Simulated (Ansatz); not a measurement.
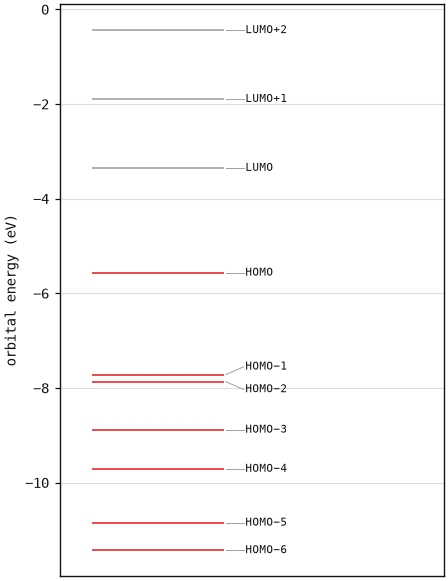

CH₃BS₂, SMILES S=CBS. Kohn-Sham orbital energies near the frontier, B97M-V/def2-TZVPP, the Ansatz code, at a PBE0-D4/def2-TZVP geometry (a minimum by its frequencies), isolated molecule; empty levels in grey, levels within 0.03 eV side by side.

Q: Where do the frontier orbitals lie?

A: HOMO at −5.57 eV, LUMO at −3.35 eV, 2.21 eV apart.

Q: List the levels.

A:
| orbital | energy (eV) |
| --- | --- |
| LUMO+2 | −0.44 |
| LUMO+1 | −1.90 |
| LUMO | −3.35 |
| HOMO | −5.57 |
| HOMO−1 | −7.72 |
| HOMO−2 | −7.87 |
| HOMO−3 | −8.89 |
| HOMO−4 | −9.71 |
| HOMO−5 | −10.85 |
| HOMO−6 | −11.43 |

Caveats: one conformer of a flexible molecule.
